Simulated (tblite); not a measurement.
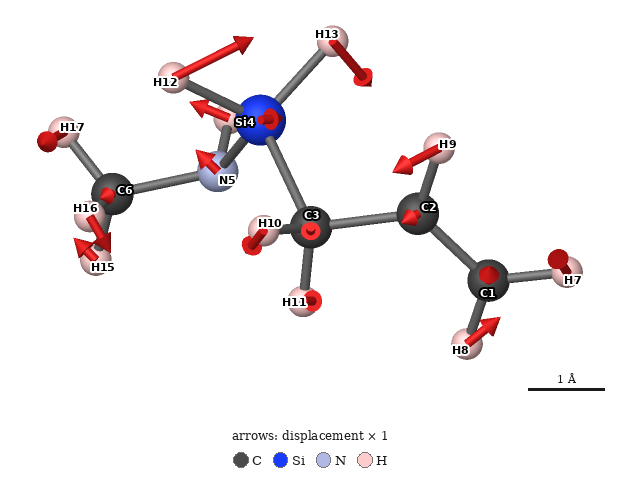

A relaxation of C4H11NSi. The starting structure is drawn; red arrows show the displacements, at their true length. The two geometries are superimposed by the best rigid fit.

Style: ball-and-stick. Shown at a tilt.

These are results of GFN2-xTB geometry optimisation, gas phase (tblite 0.8.0), not measurements. 

Question: What did the optimiser do to the structure, and how much energy did it gain?

Answer: After 176 geometry steps the energy has fallen by 47.9 kJ/mol. The largest move after the best rigid fit is that of an H atom, 1.20 Å. By element the largest moves are H 1.20 Å, Si 0.44 Å, N 0.42 Å, C 0.37 Å. Near-neighbour distances that change, for instance: N–Si 1.766 → 1.722 Å, C–Si 1.870 → 1.910 Å, H–N 1.044 → 1.009 Å, C–H 1.126 → 1.092 Å. Among the angles between lasting bonds that change: Si–N–C 109.1° → 124.8°, Si–N–H 108.3° → 116.3°, N–Si–H 108.2° → 115.7°. Groups turn about C–Si by about 50°.
